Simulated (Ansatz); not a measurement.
A series of calculations on BH4F

## 1. Relaxation

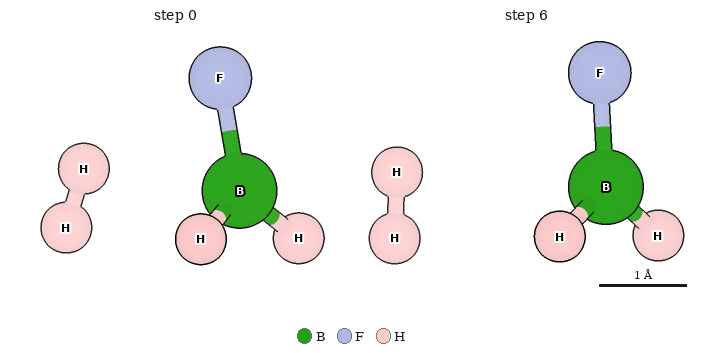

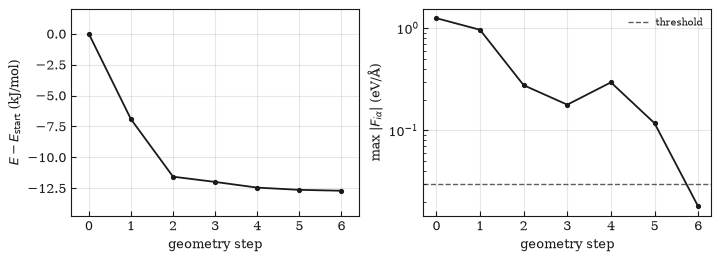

First and last geometry of a relaxation of BH4F, with the history of the run. Style: ball-and-stick. Shown at a tilt.

The run prepares an end point of a later path (reaction) calculation, from a guessed geometry.

These are results of RKS PBE0/def2-SVP (Ansatz 0.2.0), not measurements. Set-up: no spin polarisation; force threshold 0.03 eV/Å; at most 50 steps.

Read the history and describe the run.

Answer. It converged. An H atom moves most after the best rigid fit: 0.51 Å. Largest moves by element: H 0.51 Å, F 0.39 Å, B 0.21 Å. Near-neighbour distances that change, for instance: H–H 0.719 → 0.761 Å, B–F 1.322 → 1.317 Å. The energy falls by 12.7 kJ/mol in 6 geometry steps. Largest force component: 1.3 eV/Å at the start, 0.018 eV/Å at the end.

```json
{"step": "0", "E − E(0), kJ/mol": "0.00", "largest force component, eV/Å": "1.2535"}
{"step": "1", "E − E(0), kJ/mol": "-6.91", "largest force component, eV/Å": "0.9643"}
{"step": "2", "E − E(0), kJ/mol": "-11.57", "largest force component, eV/Å": "0.2768"}
{"step": "3", "E − E(0), kJ/mol": "-11.99", "largest force component, eV/Å": "0.1785"}
{"step": "4", "E − E(0), kJ/mol": "-12.45", "largest force component, eV/Å": "0.2950"}
{"step": "5", "E − E(0), kJ/mol": "-12.63", "largest force component, eV/Å": "0.1176"}
{"step": "6", "E − E(0), kJ/mol": "-12.70", "largest force component, eV/Å": "0.0180"}
```

## 2. Relaxation

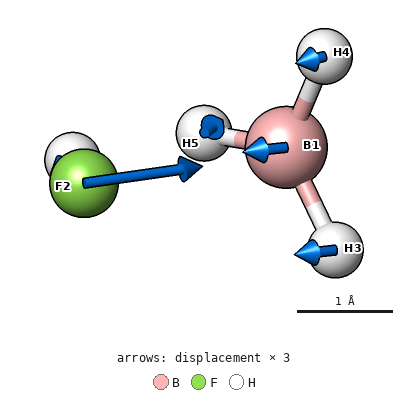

A relaxation of BH4F. The starting structure is drawn; blue arrows show the displacements, 3 times their true length. The two geometries are superimposed by the best rigid fit.

The picture is a ball-and-stick view, seen at a tilt.

The run prepares an end point of a later path (reaction) calculation, from a guessed geometry.

Method: Ansatz 0.2.0, RKS PBE0/def2-SVP. (no spin polarisation; force threshold 0.03 eV/Å; at most 50 steps)

Question: Atoms of which element are displaced furthest, and by how much?

Answer: Fluorine: up to 0.45 Å, against 0.17 Å for boron.

Question: Describe the change and its energy.

Answer: The atom that moves furthest after the best rigid fit is the F atom (0.45 Å). Largest moves by element: F 0.45 Å, B 0.17 Å, H 0.17 Å. Near-neighbour distances that change, for instance: B–F 2.512 → 1.899 Å, B–H 1.201 → 1.218 Å, F–H 0.925 → 0.929 Å. Among the angles between lasting bonds that change: H–B–H 121.6° → 119.5°. The energy falls by 14.1 kJ/mol in 6 accepted moves (7 points after the start). Largest force component: 0.33 eV/Å at the start, 0.008 eV/Å at the end. The line search rejected the trial step at point 3 of the run.

## 3. Path

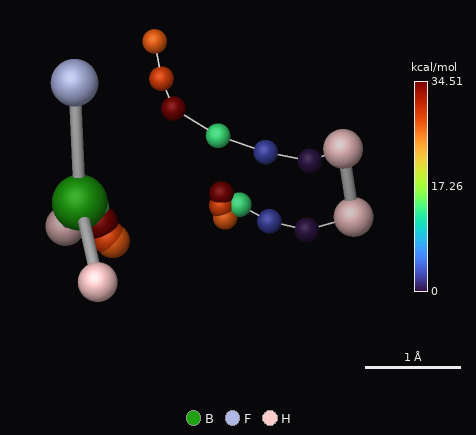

A search for the minimum-energy path of BH₄F, made up at the start of BH2F and H$_{2}$ by the nudged elastic band. Images are numbered from 0 (start) to 6 (end). The start is drawn whole; smaller spheres mark the moving atoms (B, H) in the later images, joined by lines and coloured by the energy of the image relative to the start. The picture is a ball-and-stick view, seen from a free direction.

These are results of RKS PBE0/def2-SVP in Ansatz 0.2.0, not measurements.

The input:
```yaml
crystal:
  periodic: [false, false, false]
  atoms:
    - { symbol: B, position_ang: [-0.009794, 0.46248, 0.023756] }
    - { symbol: F, position_ang: [-0.019926, 0.92921, 1.255583] }
    - { symbol: H, position_ang: [1.062764, 0.302097, -0.511531] }
    - { symbol: H, position_ang: [-1.074054, 0.235712, -0.503983] }
    - { symbol: H, position_ang: [0.082223, -2.398806, 0.660606] }
    - { symbol: H, position_ang: [0.070186, -2.056594, 1.339769] }
basis:
  gaussian: { orbitals: def2-SVP }
hamiltonian:
  xc: pbe0
neb:
  order_check: false
  images: 5
  f_tol: 0.03
  max_iterations: 60
  final_atoms:
    - { symbol: B, position_ang: [0.01440537, -0.35168977, -0.21689568] }
    - { symbol: F, position_ang: [0.00980674, -0.04674515, 1.65735395] }
    - { symbol: H, position_ang: [1.0397077, 0.21874544, -0.50216929] }
    - { symbol: H, position_ang: [-1.04500814, 0.15528381, -0.4972686] }
    - { symbol: H, position_ang: [0.05157221, -1.56257315, -0.09160895] }
    - { symbol: H, position_ang: [0.04091512, -0.93892218, 1.91478857] }
  initial_path:
    images:
      - { positions_ang: [[-0.009794, 0.46248, 0.023756], [-0.019926, 0.92921, 1.255583], [1.062764, 0.302097, -0.511531], [-1.074054, 0.235712, -0.503983], [0.082223, -2.398806, 0.660606], [0.070186, -2.056594, 1.339769]] }
      - { positions_ang: [[-0.00679657, 0.31083924, 0.01871949], [-0.01361644, 0.61065873, 1.39648877], [1.05176463, 0.20864451, -0.53637645], [-1.05977931, 0.16300953, -0.531453], [0.07624238, -2.07059961, 0.59027017], [0.06358431, -1.7484534, 1.32655102]] }
      - { positions_ang: [[-0.00379914, 0.15919849, 0.01368299], [-0.00730689, 0.29210746, 1.53739453], [1.04076526, 0.11519202, -0.56122189], [-1.04550462, 0.09030706, -0.55892301], [0.07026177, -1.74239323, 0.51993434], [0.05698262, -1.4403128, 1.31333304]] }
      - { positions_ang: [[-0.00080171, 0.00755773, 0.00864648], [-0.00099733, -0.02644381, 1.6783003], [1.0297659, 0.02173952, -0.58606734], [-1.03122993, 0.01760459, -0.58639301], [0.06428115, -1.41418684, 0.4495985], [0.05038093, -1.1321722, 1.30011506]] }
      - { positions_ang: [[0.00426732, -0.11219144, -0.06653424], [0.00260402, -0.03321092, 1.67131818], [1.03307983, 0.08740816, -0.55810132], [-1.03582267, 0.06349766, -0.55668488], [0.06004484, -1.46364894, 0.26919602], [0.04722566, -1.06775552, 1.50500623]] }
      - { positions_ang: [[0.00933635, -0.2319406, -0.14171496], [0.00620538, -0.03997804, 1.66433606], [1.03639377, 0.1530768, -0.53013531], [-1.0404154, 0.10939074, -0.52697674], [0.05580852, -1.51311105, 0.08879354], [0.04407039, -1.00333885, 1.7098974]] }
      - { positions_ang: [[0.01440537, -0.35168977, -0.21689568], [0.00980674, -0.04674515, 1.65735395], [1.0397077, 0.21874544, -0.50216929], [-1.04500814, 0.15528381, -0.4972686], [0.05157221, -1.56257315, -0.09160895], [0.04091512, -0.93892218, 1.91478857]] }
```

Run as
```bash
ansatz run input.yaml --threads 1 --pin off --max-ram 2048MiB --backend cpu --events-out ev --progress --plain --runs-dir out
```

Describe the path and its energy.

Answer. Breaking: B–F (1.32 → 1.90 Å), H–H (0.76 → 2.10 Å). Forming: B–H (2.93 → 1.22 Å), F–H (2.99 → 0.93 Å). The energy climbs by 34.5 kcal/mol to image 4 and then falls by 7.3 kcal/mol, so the end point sits at +27.2 kcal/mol. The band is converged.

Limits of the set-up: the start holds two separate molecules, 2.8 Å apart at their closest, whose relative position is a soft coordinate and is computed without a dispersion correction.

The run took 19 s on 1 thread of AMD EPYC 9R45 96-Core Processor (Zen 5) (shared host), peak memory 0.1 GiB.
